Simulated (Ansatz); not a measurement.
# AlBH₂ (triplet): trial inputs and their diagnosis at scale of all distances = 1.981

3 inputs are run for AlBH₂ (triplet) as typed; the log has to tell whether the result can be used and what must change.

The runs use Ansatz 0.2.0, Gaussian basis; the settings change from run to run.

17 further runs of the same task are left out: 16 that didn't finish, 1 set aside as unsound or not needed.

### Step 1. The system

The geometry derives from a PBE0/def2-TZVP stationary point (not a proven minimum). All distances are scaled together.

4 atoms, charge 0, spin multiplicity 3.

Atoms are counted from 1 here; the program's logs count them from 0.

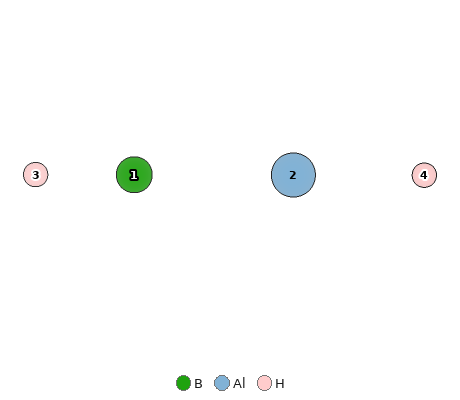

The structure; boron green, aluminium light blue, hydrogen pink; atoms are numbered from 1 in the order of the file.

### Step 2. Input 1

in.yaml

```yaml
crystal:
  periodic: [false, false, false]
  atoms:
    - {symbol: B, position_ang: [0.000000, 0.000000, 2.082683]}
    - {symbol: Al, position_ang: [0.000000, 0.000000, -1.698676]}
    - {symbol: H, position_ang: [0.000000, 0.000000, 4.426380]}
    - {symbol: H, position_ang: [0.000000, 0.000000, -4.810387]}
basis:
  gaussian: {orbitals: "6-31G*"}
magnetization: {spin_polarized: false, initial_magnetization: 2}
correlation: {active_space: {window: {electrons: 2, orbitals: 3}, states: [{multiplicity: 3, weights: [1, 0.5, 0.5, 1]}], root: 2}}
output: {forces: true}
```

Started as:

```sh
ansatz run in.yaml --threads 1 --pin off --events-out ev --progress --plain --max-ram 2393MiB
```

The log of the run:

```text
Functional definition: HF
  name "HF"
  cite "Fock, Z. Phys. 61, 126 (1930) doi:10.1007/BF01340294"
  parent pbe
  exchange = exact_x
  correlation = 0
619 factors; integrals over basis functions are off by at most 1.7e-7 eV
mean field evaluation 1: about -7270.5822 eV, gradient 1.1e1 eV
mean field evaluation 2: about -7270.5898 eV, gradient 1.1e1 eV
mean field evaluation 4: about -7271.6158 eV, gradient 6.2e0 eV
mean field evaluation 8: about -7273.1462 eV, gradient 8.3e0 eV
mean field evaluation 16: about -7274.9761 eV, gradient 1.4e-3 eV
mean field evaluation 32: about -7274.9033 eV, gradient 2.5e-6 eV
mean field evaluation 64: about -7274.9033 eV, gradient 1.4e-4 eV
mean field evaluation 96: about -7274.7211 eV, gradient 1.1e0 eV
mean field evaluation 128: about -7274.3380 eV, gradient 1.3e-6 eV
mean field evaluation 160: about -7274.9750 eV, gradient 2.1e-1 eV
mean field -7274.97613325 eV, -267.3504417410 hartree, gradient 8.5e-6 eV, S^2 2.000000; 11 other end points of the search recorded, 0 dependent functions left out
reference -7274.97613325 eV, -267.3504417410 hartree; 11, 9 occupied and 27, 29 virtual orbitals, 619 factors
Error: 4 states are sought, and the space of determinants holds 3 states of this symmetry and spin
```

Run time: 1.6 s. Hardware: 1 thread of Arm Neoverse N1, shared host.

What is wrong: The run stopped with an error. It says: «4 states are sought, and the space of determinants holds 3 states of this symmetry and spin». Cure: ask for fewer states or enlarge the space.

### Step 3. Input 2

in.yaml

```yaml
crystal:
  periodic: [false, false, false]
  atoms:
    - {symbol: B, position_ang: [0.000000, 0.000000, 2.082683]}
    - {symbol: Al, position_ang: [0.000000, 0.000000, -1.698676]}
    - {symbol: H, position_ang: [0.000000, 0.000000, 4.426380]}
    - {symbol: H, position_ang: [0.000000, 0.000000, -4.810387]}
basis:
  gaussian: {orbitals: 6-31G}
magnetization: {spin_polarized: false, initial_magnetization: 2}
hamiltonian: {pseudopotentials: {relativity: scalar}}
correlation: {method: ccsd_t, frozen_orbitals: {B: 20}}
```

Launched as before.

The log of the run:

```text
Functional definition: HF
  name "HF"
  cite "Fock, Z. Phys. 61, 126 (1930) doi:10.1007/BF01340294"
  parent pbe
  exchange = exact_x
  correlation = 0
Error: "frozen_orbitals" has no count for Al
```

Run time: 0.06 s. Hardware: 1 thread of Arm Neoverse N1, shared host.

**Diagnosis.** The run was refused. The frozen-orbital counts are incomplete or too large. Fix: leave frozen_orbitals out, or give each element a count that its core has.

### Step 4. Input 3

in.yaml

```yaml
crystal:
  periodic: [false, false, false]
  atoms:
    - {symbol: B, position_ang: [0.000000, 0.300000, -1.398676]}
    - {symbol: Al, position_ang: [0.000000, 0.000000, -1.698676]}
    - {symbol: H, position_ang: [0.000000, 0.000000, 4.426380]}
    - {symbol: H, position_ang: [0.000000, 0.000000, -4.810387]}
basis:
  gaussian: {orbitals: 6-31G}
magnetization: {spin_polarized: true, initial_magnetization: 2}
correlation: {method: bccd_t, electrons: valence, diis_vectors: 2}
```

Same command.

The log of the run (excerpt; [...] marks lines left out):

```text
Functional definition: HF
  name "HF"
  cite "Fock, Z. Phys. 61, 126 (1930) doi:10.1007/BF01340294"
  parent pbe
[...]
334 factors; integrals over basis functions are off by at most 2.1e-4 eV
[...]
mean field -6900.35773766 eV, -253.5834696284 hartree, gradient 3.2e-6 eV, S^2 2.954513; 23 other end points of the search recorded, 0 dependent functions left out
determinant -6900.35773766 eV, -253.5834696284 hartree, with singles and doubles -6901.80369902 eV, -253.6366077284 hartree
determinant -6900.34300716 eV, -253.5829282925 hartree, with singles and doubles -6901.78649084 eV, -253.6359753395 hartree
determinant -6900.18375513 eV, -253.5770758886 hartree, with singles and doubles -6901.61313895 eV, -253.6296047750 hartree
determinant -6900.18010631 eV, -253.5769417968 hartree, with singles and doubles -6901.60474804 eV, -253.6292964146 hartree
[...]
determinant -6899.87698918 eV, -253.5658024477 hartree, with singles and doubles -6901.40279769 eV, -253.6218748763 hartree
determinant -6899.83581874 eV, -253.5642894619 hartree, with singles and doubles -6901.34039967 eV, -253.6195817913 hartree
determinant -6897.81172237 eV, -253.4899052922 hartree, with singles and doubles -6901.64245698 eV, -253.6306821929 hartree
6 core orbitals not correlated: weight in the atoms' cores, before any rotation towards them, 0.957 or more for the frozen orbitals, at most 0.023 for the correlated occupied ones
reference -6900.35773766 eV, -253.5834696284 hartree; 5, 3 occupied and 15, 17 virtual orbitals, 334 factors
second order -1.08017241 eV of doubles, -0.00000000 eV of singles
cycle   1  -1.47577420 eV  change    1.4e-3 eV  update   8.3e-3
[...]
cycle  17  -1.47211639 eV  change   -3.0e-6 eV  update   8.8e-6
perturbative correction -0.03326739 eV, -0.0012225540 hartree
Total energy: -6901.86312144 eV, -253.6387914620 hartree
```

Wall time 8 s (1 thread of Arm Neoverse N1, shared host).

What is wrong: The run converged, which proves nothing about the input. One atom lies on top of another. The shortest distance is 0.42 Å, against 2.34 Å in the geometry of step 1. Its energy belongs to another geometry. Fix: restore its position.

### Step 5. How the runs ended

```tsv
input	level	ended	cause	time
1	CASSCF(2,3)/6-31G*	stopped by an error	4 states are sought, and the space of determinants holds 3 states of this symmetry and spin	1.6 s
2	CCSD(T) on ROHF/6-31G	refused	the frozen-orbital counts are incomplete or too large	0.06 s
3	BCCD(T) on UHF/6-31G	converged	one atom lies on top of another	8 s
```

1 stopped by an error, 1 refused, 1 converged. The input that converges on a wrong geometry or spin is the dangerous one: no error points at it, so geometry and ⟨S²⟩ have to be checked.
